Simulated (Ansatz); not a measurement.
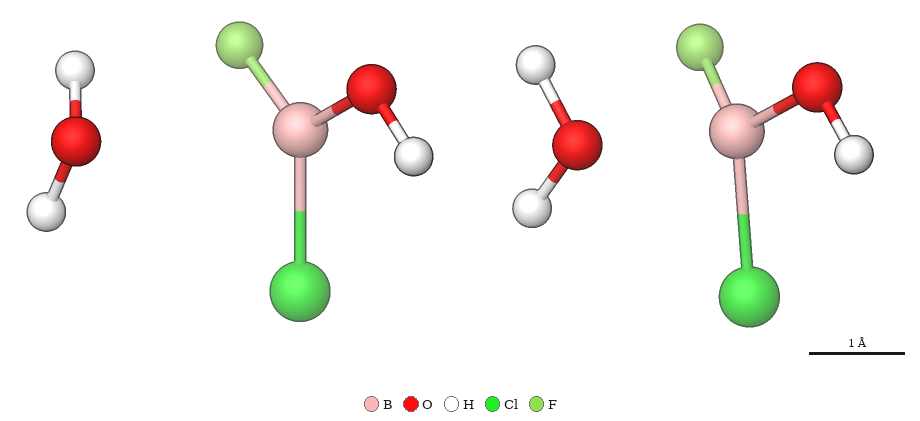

Two geometries of BH3O2ClF, drawn at one scale. One is the start of a relaxation, the other its converged end. Style: ball-and-stick. Shown at a tilt.

These are results of RKS r2SCAN-D4/def2-SVP (Ansatz 0.2.0), not measurements. Set-up: no spin polarisation; force threshold 0.03 eV/Å; at most 50 steps.

Q: Which of the two is the end point?

A: The right one is the relaxed one. The run prepares an end point of a later path (reaction) calculation, from a guessed geometry. The largest move after the best rigid fit is that of an O atom, 0.47 Å. By element the largest moves are O 0.47 Å, H 0.31 Å, B 0.26 Å, F 0.14 Å, Cl 0.14 Å. Some distances before and after: B–O 2.605 → 1.898 Å, B–Cl 1.788 → 1.835 Å, B–F 1.327 → 1.349 Å, B–O 1.340 → 1.361 Å. Bond angles that change, for instance: O–B–Cl 122.8° → 119.5°, H–O–H 102.7° → 105.5°, Cl–B–F 117.7° → 115.4°. The energy falls by 9.44 kJ/mol in 9 geometry steps. Largest force component: 0.79 eV/Å at the start, 0.011 eV/Å at the end.
